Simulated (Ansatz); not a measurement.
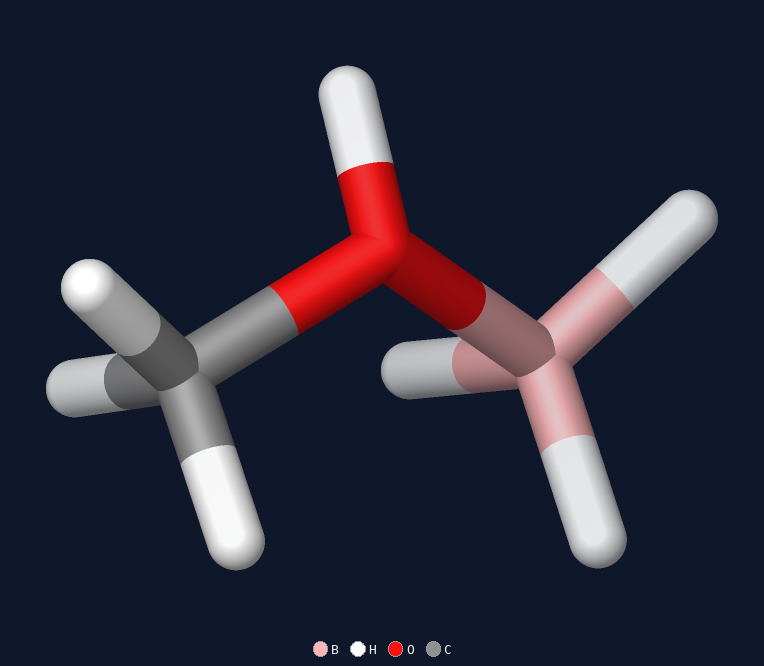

A stick model of a molecule. Every bond is drawn as one stick, whatever its order.

The geometry was computed by an optimisation with PBE0-D4/def2-TZVP.

Question: Count the atoms of each element.

Answer: CH7BO, 10 atoms: 1 carbon, 7 hydrogen, 1 boron and 1 oxygen.

Question: What is the point group of this geometry?

Answer: C1.

Question: How many sets of symmetry-equivalent atoms are there?

Answer: 10: 1 B, 1 H, 1 H, 1 H, 1 H, 1 O, 1 C, 1 H, 1 H, 1 H.

Question: Count the bonded pairs by element.

Answer: 3 B–H, 3 C–H, 1 O–H, 1 C–O, 1 B–O. Sticks follow a distance rule.

More results for the same structure follow; atom numbers are the same in all pictures, views and colours differ.

### Shape

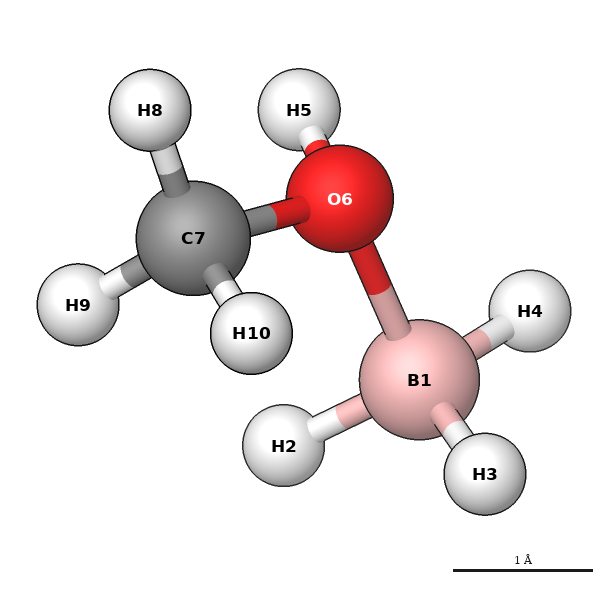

Estimate the angles H2–B1–O6, H3–B1–O6, H4–B1–O6, B1–O6–H5, B1–O6–C7, H5–O6–C7, O6–C7–H8, O6–C7–H9, O6–C7–H10.

```csv
angle,degrees
H2–B1–O6,104.3
H3–B1–O6,103.2
H4–B1–O6,102.4
B1–O6–H5,107.5
B1–O6–C7,114.7
H5–O6–C7,110.2
O6–C7–H8,109.2
O6–C7–H9,110.2
O6–C7–H10,105.9
```

### Vibrations

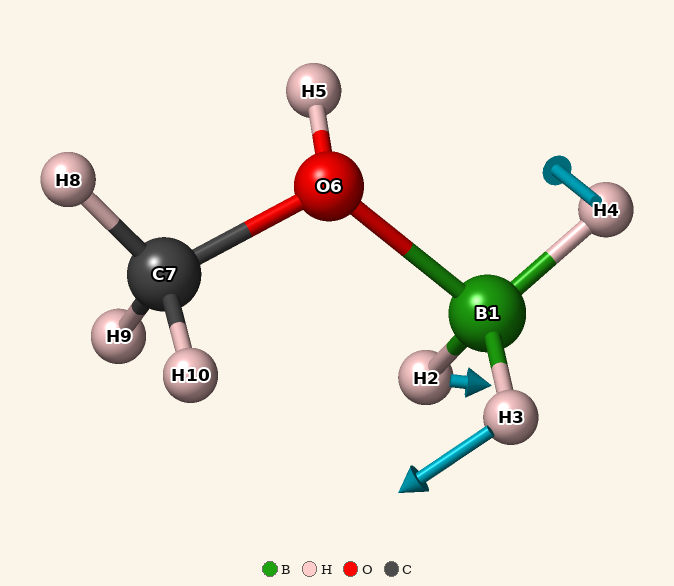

The arrows show one normal mode. Harmonic vibrations computed with RKS PBE0-D4/def2-TZVP (Ansatz 0.2.0) at a stationary point of the same level.

Question: Describe the motion.

Answer: Mostly H–B–H bending.

Question: At what wavenumber does it lie?

Answer: 1168 cm⁻¹; it is mode 10 of 24 counted from the lowest.

### Thermal motion

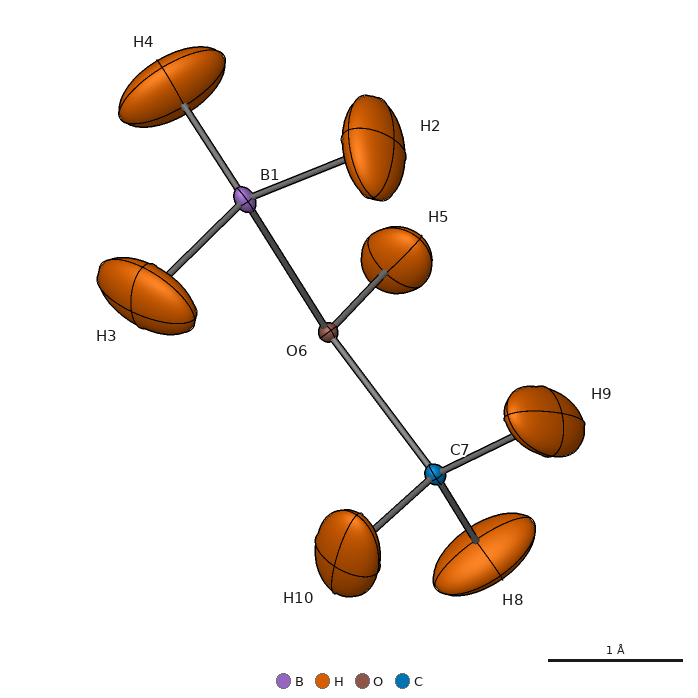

Displacement ellipsoids at the 50 % level, enlarged 1.5 times, from the internal vibrations of the free molecule (harmonic, no overall translation or rotation; no half-axis is drawn under 0.075 Å). Vibrations computed with RKS PBE0-D4/def2-TZVP (Ansatz 0.2.0). Temperature: 0 K (zero-point motion alone).

Question: Which atom has the largest mean-square displacement?

Answer: H4, with U_eq = 0.0209 Å².

Question: Does H10 move more along its bond or across it?

Answer: Across it: the root-mean-square amplitude is 0.074 Å along the bond and up to 0.192 Å across, since bending and torsion are softer than stretching.

Give the displacement parameters, one line for each set of equivalent atoms.

```tsv
atom	U_eq (Å²)	rms amplitudes (Å)
B1	0.0013	0.026, 0.030, 0.048
H2	0.0203	0.083, 0.134, 0.190
H3	0.0208	0.082, 0.133, 0.195
H4	0.0209	0.086, 0.131, 0.196
H5	0.0143	0.071, 0.116, 0.156
O6	0.0010	0.026, 0.031, 0.039
C7	0.00095	0.025, 0.026, 0.039
H8	0.0189	0.079, 0.117, 0.192
H9	0.0188	0.075, 0.120, 0.191
H10	0.0189	0.074, 0.120, 0.192
```

### Charges

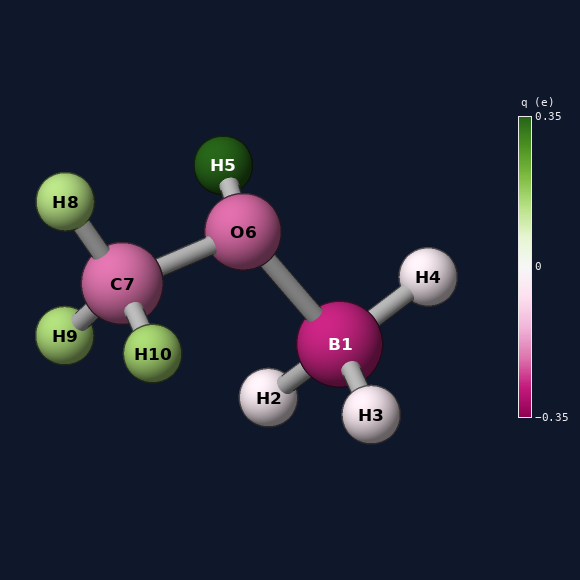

Atoms are coloured by their Mulliken charges. Properties computed with RKS PBE0-D4/def2-TZVP (Ansatz 0.2.0).

Give the Mulliken charges atom by atom.

```csv
atom,value (e)
B1,−0.27
H2,−0.03
H3,−0.04
H4,−0.03
H5,0.35
O6,−0.22
C7,−0.21
H8,0.14
H9,0.15
H10,0.16
```

Mulliken values depend strongly on the basis set and can even reverse the polarity of a bond.
